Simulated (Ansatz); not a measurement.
# One shape, several levels: singlet [SiHF2]+

We compute a comparison of 6 runs (HF/STO-3G, B3LYP/STO-3G, r2SCAN/STO-3G, BCCD(T)/STO-3G, CCSDT/STO-3G, FCI/STO-3G) of singlet [SiHF2]+. 

The calculation is run with Ansatz 0.2.0.

66 further runs of the same task are left out: 9 that didn't finish, 57 set aside as unsound or not needed.

## 1. The system as given

[SiHF2]+ has 4 atoms, charge +1, and is taken as a singlet. As SMILES of the parent species, `F[SiH]F`. The coordinates come from a GFN2-xTB relaxation. That shape belongs to the parent species and isn't relaxed for this state.

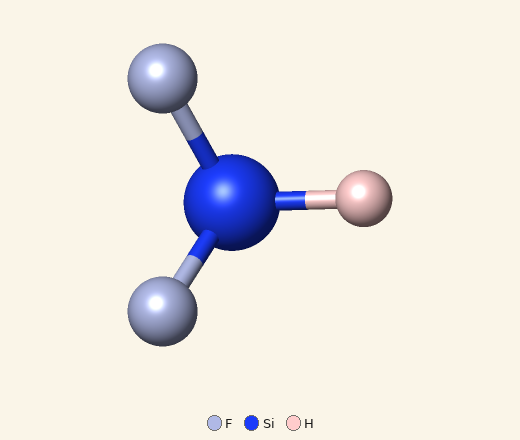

Viewed from a chosen angle; fluorine light blue, silicon blue, hydrogen pink.

## 2. The energy at HF/STO-3G (run 1)

The input, in.yaml:

```yaml
crystal:
  periodic: [false, false, false]
  atoms:
    - {symbol: F, position_ang: [1.226950, 0.652980, -0.410280]}
    - {symbol: Si, position_ang: [-0.028060, -0.342890, -0.301090]}
    - {symbol: F, position_ang: [-1.234200, 0.716240, -0.252780]}
    - {symbol: H, position_ang: [0.035310, -1.026330, 0.964150]}
basis:
  gaussian: {orbitals: STO-3G}
total_charge: 1
hamiltonian: {xc: hf}
accuracy: high
```

Run with:

```sh
$ ansatz run in.yaml --threads 1 --pin off --max-ram 2610MiB --events-out events.jsonl --progress --plain --runs-dir runs
```

Output:

```text
Warning: RAYON_NUM_THREADS=1 ignored (pool sized by the plan → 1); use --threads N
Functional definition: HF
  name "HF"
  exchange = exact_x
  correlation = 0
361 factors; integrals over basis functions are off by at most 3.0e-8 eV
mean field evaluation 1: about -13109.0636 eV, gradient 3.6e1 eV
mean field evaluation 2: about -13109.0978 eV, gradient 3.6e1 eV
mean field evaluation 4: about -13115.8138 eV, gradient 2.4e0 eV
mean field evaluation 8: about -13115.8760 eV, gradient 1.3e-4 eV
mean field -13115.87100252 eV, -481.9993690861 hartree, gradient 2.6e-8 eV, S^2 0.000000; 0 other end points of the search recorded, 0 dependent functions left out
reference -13115.87100252 eV, -481.9993690861 hartree; 16, 16 occupied and 4, 4 virtual orbitals, 361 factors
Total energy: -13115.87100252 eV, -481.9993690861 hartree
```

Run time: 0.1 s. Hardware: 1 thread of Intel Xeon 6975P-C (Granite Rapids), shared host.

## 3. The energy at B3LYP/STO-3G (run 2)

The input, job.yaml:

```yaml
basis:
  gaussian: {orbitals: STO-3G}
crystal:
  periodic: [false, false, false]
  atoms:
    - {symbol: F, position_ang: [1.226950, 0.652980, -0.410280]}
    - {symbol: Si, position_ang: [-0.028060, -0.342890, -0.301090]}
    - {symbol: F, position_ang: [-1.234200, 0.716240, -0.252780]}
    - {symbol: H, position_ang: [0.035310, -1.026330, 0.964150]}
total_charge: 1
hamiltonian: {xc: {name: B3LYP}}
accuracy: high
```

Run with:

```sh
$ ansatz run job.yaml --threads 1 --pin off --max-ram 2610MiB --events-out events.jsonl --progress --plain --runs-dir runs
```

Output:

```text
Warning: RAYON_NUM_THREADS=1 ignored (pool sized by the plan → 1); use --threads N
Functional definition: B3LYP
  name "B3LYP"
  parameter a0 = 0.2
  parameter ax = 0.72
  parameter ac = 0.81
  exchange = (1 - a0 - ax)*slater_x + ax*b88_x + a0*exact_x
  correlation = (1 - ac)*vwn_rpa_c + ac*lyp_c
361 factors; integrals over basis functions are off by at most 3.0e-8 eV
mean field evaluation 1: about -13141.3748 eV, gradient 4.1e1 eV
mean field evaluation 2: about -13111.1486 eV, gradient 1.1e2 eV
mean field evaluation 4: about -13149.8644 eV, gradient 2.5e0 eV
mean field evaluation 8: about -13149.8772 eV, gradient 1.3e-1 eV
mean field evaluation 16: about -13149.8772 eV, gradient 1.6e-6 eV
mean field -13149.87724448 eV, -483.2490754276 hartree, gradient 4.2e-8 eV, S^2 0.000000; 0 other end points of the search recorded, 0 dependent functions left out
reference -13149.87726542 eV, -483.2490761974 hartree; 16, 16 occupied and 4, 4 virtual orbitals, 361 factors
Total energy: -13149.87726542 eV, -483.2490761974 hartree
```

Run time: 0.58 s. Hardware: 1 thread of Intel Xeon 6975P-C (Granite Rapids), shared host.

Runs 3 to 5 aren't shown in full; the table further down has their settings and results.

## 4. The energy at FCI/STO-3G (run 6)

Changes to in.yaml since step 2:

```diff
@@ -8,5 +8,8 @@
 basis:
-  gaussian: {orbitals: STO-3G}
+  gaussian:
+    orbitals: STO-3G
 total_charge: 1
-hamiltonian: {xc: hf}
+correlation:
+  method: fci
+  frozen_orbitals: {F: 1, H: 0, Si: 5}
 accuracy: high
```

Run with:

```sh
$ ansatz run in.yaml --threads 1 --pin off --max-ram 2610MiB --events-out events.jsonl --progress --plain --runs-dir runs
```

Output:

```text
Warning: RAYON_NUM_THREADS=1 ignored (pool sized by the plan → 1); use --threads N
[... 4 set-up lines as earlier in the session ...]
361 factors; integrals over basis functions are off by at most 3.0e-8 eV
mean field evaluation 1: about -13109.0636 eV, gradient 3.6e1 eV
mean field evaluation 2: about -13109.0978 eV, gradient 3.6e1 eV
mean field evaluation 4: about -13115.8138 eV, gradient 2.4e0 eV
mean field evaluation 8: about -13115.8760 eV, gradient 1.3e-4 eV
mean field -13115.87100252 eV, -481.9993690861 hartree, gradient 2.6e-8 eV, S^2 0.000000; 0 other end points of the search recorded, 0 dependent functions left out
7 core orbitals not correlated: weight in the atoms' cores, before any rotation towards them, 1.000 or more for the frozen orbitals, at most 0.000 for the correlated occupied ones
reference -13115.87100252 eV, -481.9993690861 hartree; 9, 9 occupied and 4, 4 virtual orbitals, 361 factors
state -13119.59030492 eV, -482.1360509280 hartree
Total energy: -13119.59030492 eV, -482.1360509280 hartree
```

Wall time 1.7 s (1 thread of Intel Xeon 6975P-C (Granite Rapids), shared host); peak memory 0.12 GiB.

## 5. All runs side by side

```tsv
run	level	frozen core orbitals	energy (Eh)	wall time
1	HF/STO-3G	–	-481.999369	0.1 s
2	B3LYP/STO-3G	–	-483.249076	0.58 s
3	r2SCAN/STO-3G	–	-483.199833	1.4 s
4	BCCD(T)/STO-3G	7	-482.133681	0.16 s
5	CCSDT/STO-3G	7	-482.135625	0.24 s
6	FCI/STO-3G	7	-482.136051	1.7 s
```

## 6. What came out

```
                                          quantity          value
                               run 6: total energy  -482.13605 Eh
run 6: correlation energy (7 core orbitals frozen)     -136.7 mEh
```

Against full CI in this basis: HF +136.7 mEh; BCCD(T) +2.4 mEh; CCSDT +0.4 mEh. Totals of different functionals can't be ranked against each other. In runs 1, 2, 3, 4, 5, 6 the basis is minimal, so the values are rough. All runs together took 4.2 s, the longest 1.7 s.
